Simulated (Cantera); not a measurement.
A closed system holds: 1 mol FeCl2, 6 mol H2O, 49 mol N2, 0.39 mol H2, equilibrated at 750 Torr.

Cantera equilibrium calculation (NASA polynomials, part measured and part estimated; ideal gas, pure solids and liquids). Candidate condensed phases: Fe, FeCl2, FeCl3, FeO, Fe(OH)2, Fe(OH)3, Fe2O3, Fe3O4, H2O, NH4Cl; 37 gas species. The tables' stoichiometric FeO is somewhat more stable than real wüstite, so its field is too wide. FeO: taken at fixed stoichiometry. The numbers say what is thermodynamically allowed, not how fast it happens.

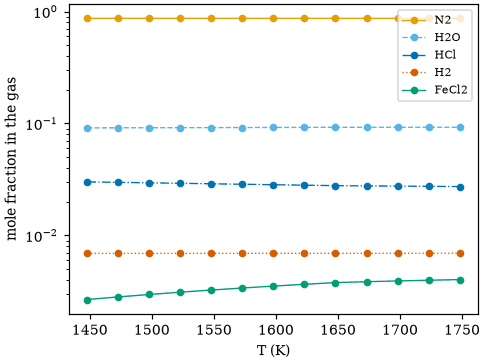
Fig. 1. Equilibrium gas composition (values under 1e-9 drawn at 1e-9)

Question: Read off the mole fractions at 1723 K.

Answer: N2 about 0.87, H2O about 0.093, HCl about 0.027, H2 about 0.0069, FeCl2 about 0.0040.
